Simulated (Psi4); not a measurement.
# SnNH3F (SMILES [NH2][SnH][F]) at UB3LYP/def2-SVP (core potential, sweep point 2)

What is the vertical doublet–quartet gap of SnNH3F at UB3LYP/def2-SVP (core potential, sweep point 2)? 

The results are computed with Psi4 1.11.

**1. Starting point**

SnNH3F has 6 atoms, charge 0, and is taken as a doublet. SMILES: `[NH2][SnH][F]`. The shape is that of a PBE0-D4/def2-TZVP optimisation. This is one conformer, not always the lowest.

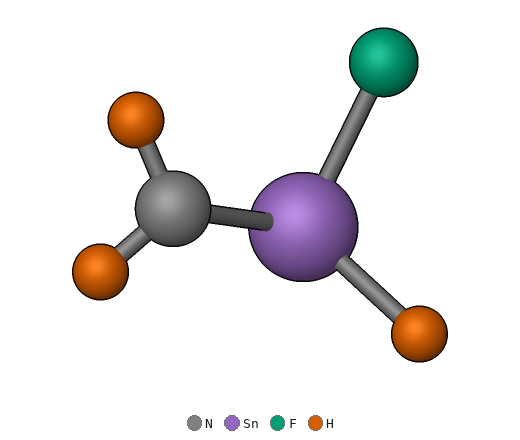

The structure, seen from a chosen angle (nitrogen grey, tin purple, fluorine teal, hydrogen orange).

**2. The energy at UB3LYP/def2-SVP (core potential, sweep point 2)**

Input file calc.in:

```
memory 1600 mb

molecule {
  0 2
  N     -0.572300     0.218600    -0.844500
  Sn     0.196000    -0.531800     0.883000
  F      2.076100    -0.368700     0.452600
  H     -0.046400    -0.061900    -1.664800
  H     -1.552900     0.032100    -1.016500
  H     -0.058500     0.647800     2.143900
  units angstrom
  symmetry c1
}

set globals {
  basis                def2-SVP
  reference            uks
  puream               true
  scf_type             pk
  dft_radial_points    99
  dft_spherical_points 590
  maxiter              100
}

energy_value, wavefunction = energy("b3lyp", return_wfn=True)
```

Command:

```
$ psi4 -n 1 calc.in calc.out
```

calc.out:

```text
[...]
    !!!  WARNING: ECP capability is in beta. Please check occupations closely.  !!!
[...]
  Running in c1 symmetry.
[...]
  Nuclear repulsion =  134.387417580254777
[...]
  Multiplicity = 2
[...]
  Nalpha       = 21
  Nbeta        = 20
[...]
    Number of basis functions: 69
[...]
   @UKS iter   1:  -370.25122690718979   -1.30647e+00   1.35604e-02 DIIS/ADIIS
[...]
   @UKS iter  11:  -370.63755351925693   -1.57655e-08   3.70268e-07 DIIS
[...]
   @S^2 Observed:                7.558505967E-01
[...]
    Orbital Energies [Eh]
    ---------------------
    Alpha Occupied:
       1A    -24.614008     2A    -14.334523     3A     -5.108868
       4A     -3.450801     5A     -3.450686     6A     -3.447702
       7A     -1.100836     8A     -1.038279     9A     -1.033018
      10A     -1.031211    11A     -1.030646    12A     -1.007160
      13A     -0.840440    14A     -0.509747    15A     -0.492549
      16A     -0.389457    17A     -0.375714    18A     -0.358243
      19A     -0.338610    20A     -0.305440    21A     -0.218446
    Alpha Virtual:
      22A     -0.014881    23A      0.012574    24A      0.052942
      25A      0.086785    26A      0.118266    27A      0.179740
[...]
  @UKS Final Energy:  -370.63755351925693
   => Energetics <=
    Nuclear Repulsion Energy =            134.3874175802547768
    One-Electron Energy =                -860.3345360487273865
    Two-Electron Energy =                 385.0142995586306256
    DFT Exchange-Correlation Energy =     -29.7047346094149454
    Empirical Dispersion Energy =           0.0000000000000000
    VV10 Nonlocal Energy =                  0.0000000000000000
    Total Energy =                       -370.6375535192569259
[...]
 Multipole Moments:
 ------------------------------------------------------------------------------------
     Multipole            Electronic (a.u.)      Nuclear  (a.u.)        Total (a.u.)
 ------------------------------------------------------------------------------------
 L = 1.  Multiply by 2.5417464519 to convert [e a0] to [Debye]
 Dipole X            :         -7.4909074            6.2908715           -1.2000360
 Dipole Y            :         -9.4500126            9.0136100           -0.4364026
 Dipole Z            :         18.2968188          -18.5143214           -0.2175027
 Magnitude           :                                                    1.2953150
[...]
```

It took 19 s on 1 thread of Intel Xeon Platinum 8259CL at 2.50GHz (Skylake/Cascade Lake), shared host; peak memory 0.81 GiB.

**3. The quartet at the same level**

Input file fh3nsn.dat:

```
memory 1600 MB

molecule mol {
  0 4
  N     -0.572300     0.218600    -0.844500
  Sn     0.196000    -0.531800     0.883000
  F      2.076100    -0.368700     0.452600
  H     -0.046400    -0.061900    -1.664800
  H     -1.552900     0.032100    -1.016500
  H     -0.058500     0.647800     2.143900
  symmetry c1
}

set globals {
  basis                def2-SVP
  reference            uks
  puream               true
  scf_type             pk
  dft_radial_points    99
  dft_spherical_points 590
  maxiter              100
}

e_tot = energy("b3lyp")
```

Command:

```
$ psi4 fh3nsn.dat fh3nsn.out -n 1
```

fh3nsn.out:

```text
[...]
    !!!  WARNING: ECP capability is in beta. Please check occupations closely.  !!!
[...]
  Running in c1 symmetry.
[...]
  Nuclear repulsion =  134.387417580254777
[...]
  Multiplicity = 4
[...]
  Nalpha       = 22
  Nbeta        = 19
[...]
    Number of basis functions: 69
[...]
   @UKS iter   1:  -370.06286776991124   -1.11811e+00   1.23079e-02 DIIS/ADIIS
[...]
   @UKS iter  16:  -370.41878648470572   -4.83417e-08   5.90242e-07 DIIS
[...]
   @S^2 Observed:                3.755592410E+00
[...]
    Orbital Energies [Eh]
    ---------------------
    Alpha Occupied:
       1A    -24.629528     2A    -14.452209     3A     -5.112593
       4A     -3.455579     5A     -3.454579     6A     -3.450166
       7A     -1.112898     8A     -1.049943     9A     -1.039784
      10A     -1.036175    11A     -1.033260    12A     -1.014933
      13A     -0.947782    14A     -0.585151    15A     -0.553703
      16A     -0.454127    17A     -0.431365    18A     -0.391005
      19A     -0.370622    20A     -0.359088    21A     -0.244289
      22A     -0.074491
    Alpha Virtual:
      23A     -0.016813    24A      0.037366    25A      0.045019
[...]
  @UKS Final Energy:  -370.41878648470572
   => Energetics <=
    Nuclear Repulsion Energy =            134.3874175802547768
    One-Electron Energy =                -859.0821277236209426
    Two-Electron Energy =                 383.9311660012181164
    DFT Exchange-Correlation Energy =     -29.6552423425577274
    Empirical Dispersion Energy =           0.0000000000000000
    VV10 Nonlocal Energy =                  0.0000000000000000
    Total Energy =                       -370.4187864847057199
[...]
 Multipole Moments:
 ------------------------------------------------------------------------------------
     Multipole            Electronic (a.u.)      Nuclear  (a.u.)        Total (a.u.)
 ------------------------------------------------------------------------------------
 L = 1.  Multiply by 2.5417464519 to convert [e a0] to [Debye]
 Dipole X            :         -7.3711656            6.2908715           -1.0802941
 Dipole Y            :         -8.8066256            9.0136100            0.2069844
 Dipole Z            :         17.3736236          -18.5143214           -1.1406978
 Magnitude           :                                                    1.5846354
[...]
```

Wall time 25 s (1 thread of Intel Xeon Platinum 8259CL at 2.50GHz (Skylake/Cascade Lake), shared host); peak memory 0.81 GiB.

**4. Summary of results**

Level: UB3LYP/def2-SVP (core potential, sweep point 2).

| quantity | value |
| --- | --- |
| doublet: total energy | -370.63755 Eh |
| doublet: dipole moment | 3.29 D |
| doublet: HOMO energy (highest over α and β) | -5.94 eV |
| doublet: LUMO energy (lowest over α and β) | -3.58 eV |
| doublet: ⟨S²⟩ | 0.756 |
| quartet: total energy | -370.41879 Eh |
| quartet: dipole moment | 4.03 D |
| quartet: HOMO energy (highest over α and β) | -2.03 eV |
| quartet: ⟨S²⟩ | 3.756 |
| vertical energy of the quartet above the doublet | 5.953 eV |

What this shows: At this shape the quartet lies 5.95 eV (574 kJ/mol) above the doublet.
